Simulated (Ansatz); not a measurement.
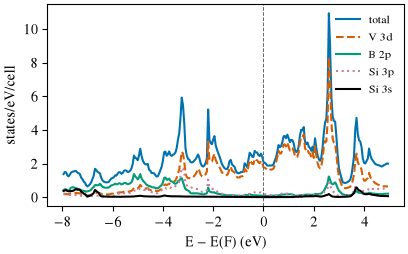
Figure. Total and projected density of states of V$_{2}$SiB$_{2}$ in space group P-6m2 (No. 187; V on 2h, Si on 1a, B on 1b, B on 1f), r²SCAN in the plane-wave PAW code Ansatz

**Question.** Which orbitals carry the states next to the Fermi level?

**Answer.** Within 0.5 eV of the Fermi level: V 3d 85 %, Si 3p 9 %. Projections are on Löwdin-orthogonalised atomic valence shells; empty p or d shells of many metals are not among them.

**Question.** Where is the tallest occupied peak in this window, and what makes it?

**Answer.** Near -3.2 eV, about 5.9 states/eV per cell; the largest projected share is V 3d.

The start of the workflow was typed in or built on a structure type; neither database checked (COD, Materials Project) lists it. Its standing as an ambient phase is unchecked. The r²SCAN relaxation kept the symmetry of its start; whether a distortion lowers the energy is not shown. The workflow began spin-polarised and lost its moments.

Potentials: the earlier of the program's two PAW sets.
